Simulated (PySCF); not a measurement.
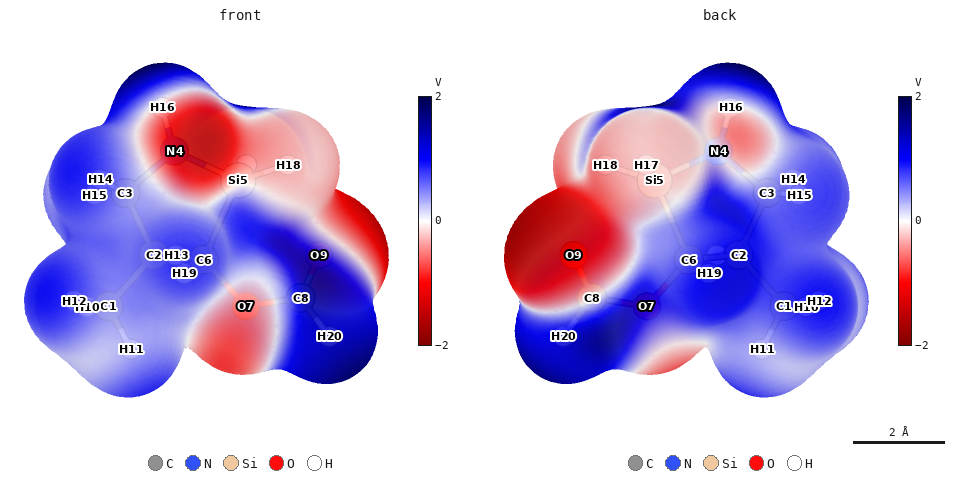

Figure. C5H11NO2Si. The electrostatic potential painted on the density surface at 0.004 e/bohr³, seen from the front and from behind; red is negative and blue positive.

Geometry: GFN2-xTB.

Computed with PySCF, PBE0/pcSseg-1, SCF density, gas phase, non-relativistic.

The calculation's input:

```
{"job": {"kind": "nmr", "xc": "PBE0", "basis": "pcSseg-1"}, "charge": 0, "multiplicity": 1}
C     -1.365965    -1.843101     0.391975
C     -0.735217    -0.467581     0.565618
C     -1.663760     0.669512     0.130287
N     -0.843957     1.856144     0.031493
Si     0.815142     1.611014    -0.375448
C      0.542115    -0.285179    -0.242695
O      1.626899    -1.005631     0.367031
C      2.805991    -0.497471     0.179332
O      3.061768     0.518405    -0.415455
H     -1.616420    -2.016323    -0.653185
H     -0.671065    -2.615130     0.713486
H     -2.275773    -1.925007     0.983009
H     -0.479010    -0.315268     1.618754
H     -2.461455     0.819171     0.864779
H     -2.133003     0.414379    -0.831682
H     -1.355946     2.710009    -0.105642
H      1.182721     1.963757    -1.744836
H      1.571934     2.271953     0.682316
H      0.410753    -0.721829    -1.239356
H      3.579099    -1.131147     0.643245
```

Run with:

```sh
OMP_NUM_THREADS=1 python probes_run.py task.json out
```

**Where is the surface potential most negative and most positive?**

The most negative region (about −1.7 V) lies over O9, the most positive (about +1.9 V) over Si5 and H16. O9 is the likeliest acceptor of a hydrogen bond.

**What dipole moment does the calculation give?**

Its dipole moment is 2.07 D.
